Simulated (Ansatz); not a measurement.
# AlH3 (SMILES [H][Al]([H])[H]): levels of theory compared

Wanted: a comparison of 6 runs (B3LYP/3-21G, SVWN5/3-21G, UPBE0/6-31G*, revPBE/6-31G*, CCSDTQ/3-21G, CCSDTQ/6-31G*) of AlH3. 

Program for the calculation: Ansatz 0.2.0.

61 further runs of the same task are left out: 2 that didn't finish, 59 set aside as unsound or not needed.

**1. Starting point**

AlH3: 4 atoms, total charge 0, spin state singlet. SMILES: `[H][Al]([H])[H]`. The H2–Al1 distance was set to 3.883 Å, away from the relaxed value. At this shape a bond of the SMILES string is far longer than usual.

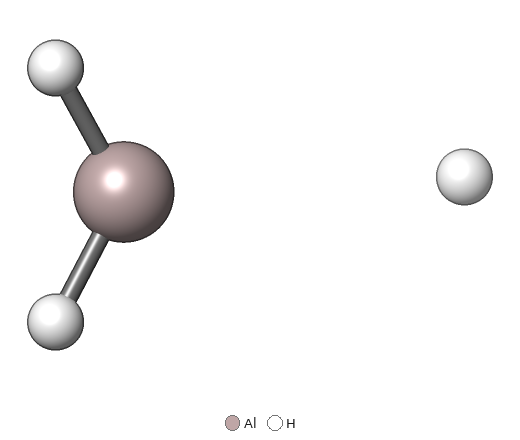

The structure, seen from a chosen angle (aluminium light grey, hydrogen white).

**2. The energy at B3LYP/3-21G (run 1)**

run.yaml

```yaml
crystal:
  periodic: [false, false, false]
  atoms:
    - {symbol: Al, position_ang: [-2.329030, 0.045731, -0.021865]}
    - {symbol: H, position_ang: [1.552650, -0.030520, 0.014610]}
    - {symbol: H, position_ang: [-3.078830, 1.405591, -0.041005]}
    - {symbol: H, position_ang: [-3.131850, -1.283549, -0.017405]}
basis:
  gaussian:
    orbitals: 3-21G.json
total_charge: 0
hamiltonian:
  xc: {name: B3LYP}
accuracy: high
```

The basis set 3-21G is read from a file made from the Basis Set Exchange's data (not shown).

Started as:

```sh
$ ansatz run run.yaml --threads 1 --pin off --max-ram 2610MiB --events-out events.jsonl --progress --plain --runs-dir runs
```

Log:

```text
Warning: RAYON_NUM_THREADS=1 ignored (pool sized by the plan → 1); use --threads N
Functional definition: B3LYP
  name "B3LYP"
  parameter a0 = 0.2
  parameter ax = 0.72
  parameter ac = 0.81
  exchange = (1 - a0 - ax)*slater_x + ax*b88_x + a0*exact_x
  correlation = (1 - ac)*vwn_rpa_c + ac*lyp_c
360 factors; integrals over basis functions are off by at most 2.6e-9 eV
mean field evaluation 1: about -6600.3358 eV, gradient 1.8e1 eV
mean field evaluation 2: about -6593.2616 eV, gradient 2.1e1 eV
mean field evaluation 4: about -6603.7047 eV, gradient 7.2e0 eV
mean field evaluation 8: about -6603.7048 eV, gradient 7.2e0 eV
mean field evaluation 16: about -6604.1454 eV, gradient 7.5e-6 eV
mean field -6604.14542916 eV, -242.6978680712 hartree, gradient 1.1e-8 eV, S^2 0.000000; 0 other end points of the search recorded, 0 dependent functions left out
reference -6604.14546464 eV, -242.6978693751 hartree; 8, 8 occupied and 11, 11 virtual orbitals, 360 factors
Total energy: -6604.14546464 eV, -242.6978693751 hartree
```

Run time: 0.75 s. Hardware: 1 thread of Arm Neoverse V2, shared host.

**3. The energy at SVWN5/3-21G (run 2)**

job.yaml

```yaml
crystal:
  periodic: [false, false, false]
  atoms:
    - symbol: Al
      position_ang: [-2.329030, 0.045731, -0.021865]
    - symbol: H
      position_ang: [1.552650, -0.030520, 0.014610]
    - symbol: H
      position_ang: [-3.078830, 1.405591, -0.041005]
    - symbol: H
      position_ang: [-3.131850, -1.283549, -0.017405]
basis:
  gaussian: {orbitals: 3-21G.json}
accuracy: high
hamiltonian: {xc: {name: SVWN5}}
```

The basis set 3-21G is read from a file made from the Basis Set Exchange's data (not shown).

Started as:

```sh
$ ansatz run job.yaml --threads 1 --pin off --max-ram 2610MiB --events-out events.jsonl --progress --plain --runs-dir runs
```

Log:

```text
Warning: RAYON_NUM_THREADS=1 ignored (pool sized by the plan → 1); use --threads N
Functional definition: SVWN5
  name "SVWN5"
  exchange = slater_x
  correlation = vwn5_c
360 factors; integrals over basis functions are off by at most 2.6e-9 eV
mean field evaluation 1: about -6570.4898 eV, gradient 1.9e1 eV
mean field evaluation 2: about -6562.7328 eV, gradient 2.2e1 eV
mean field evaluation 4: about -6573.2600 eV, gradient 8.4e0 eV
mean field evaluation 8: about -6573.0250 eV, gradient 9.7e0 eV
mean field evaluation 16: about -6573.8393 eV, gradient 7.4e-4 eV
mean field -6573.83928092 eV, -241.5841376656 hartree, gradient 2.2e-9 eV, S^2 0.000000; 0 other end points of the search recorded, 0 dependent functions left out
reference -6573.83928412 eV, -241.5841377831 hartree; 8, 8 occupied and 11, 11 virtual orbitals, 360 factors
Total energy: -6573.83928412 eV, -241.5841377831 hartree
```

Wall time 0.42 s (1 thread of Arm Neoverse V2, shared host).

Runs 3 to 5 aren't shown in full; the table further down has their settings and results.

**4. The energy at CCSDTQ/6-31G(d) (spherical functions) (run 6)**

Changes to run.yaml since step 2:

```diff
@@ -8,7 +8,6 @@
 basis:
-  gaussian:
-    orbitals: 3-21G.json
-total_charge: 0
-hamiltonian:
-  xc: {name: B3LYP}
+  gaussian: {orbitals: 6-31G_st_-spherical.json}
+magnetization: {spin_polarized: false}
+correlation: {method: ccsdtq, frozen_orbitals: {Al: 5, H: 0}}
 accuracy: high
+scf: {omitted_lower_state_checks: [cluster_reference, increment]}
```

The basis set 6-31G* is read from a file made from the Basis Set Exchange's data (not shown).

Started as:

```sh
$ ansatz run run.yaml --threads 1 --pin off --max-ram 2610MiB --events-out events.jsonl --progress --plain --runs-dir runs
```

Log:

```text
Warning: RAYON_NUM_THREADS=1 ignored (pool sized by the plan → 1); use --threads N
[... 12 lines left out ...]
5 core orbitals not correlated: weight in the atoms' cores, before any rotation towards them, 1.000 or more for the frozen orbitals, at most 0.000 for the correlated occupied ones
[... 32 lines left out ...]
WARN: these amplitudes may be one of several solutions (largest doubles amplitude 0.76, level shift 4.21 eV)
Total energy: -6627.76485468 eV, -243.5658659493 hartree
Checks for a lower state left out: cluster_reference, increment
```

It took 4.8 s on 1 thread of Arm Neoverse V2, shared host; peak memory 0.11 GiB.

**5. All runs side by side**

| run | level | frozen core orbitals | energy (Eh) | wall time |
| --- | --- | --- | --- | --- |
| 1 | B3LYP/3-21G | – | -242.697869 | 0.75 s |
| 2 | SVWN5/3-21G | – | -241.584138 | 0.42 s |
| 3 | UPBE0/6-31G* (spherical functions) | – | -243.920641 | 2.8 s |
| 4 | revPBE/6-31G* (spherical functions) | – | -243.968851 | 0.85 s |
| 5 | CCSDTQ/3-21G | 5 | -242.227700 | 1.3 s |
| 6 | CCSDTQ/6-31G* (spherical functions) | 5 | -243.565866 | 4.8 s |

**6. Results**

| quantity | value |
| --- | --- |
| run 6: total energy | -243.56587 Eh |
| run 6: correlation energy (5 core orbitals frozen) | -156.0 mEh |
| run 6: T1 diagnostic | 0.097 |

**Reading.** Totals of different functionals can't be ranked against each other. In runs 5, 6 the log says that unrestricted orbitals would lower the reference, so the values rest on an unstable closed-shell determinant (other closed-shell runs at this shape may share the fault). Spin contamination of the reference: run 3 ⟨S²⟩ = 0.95. Where it is this large, the reference is a mixture of spin states, and values that rest on it are in doubt. All runs together took 11 s, the longest 4.8 s.
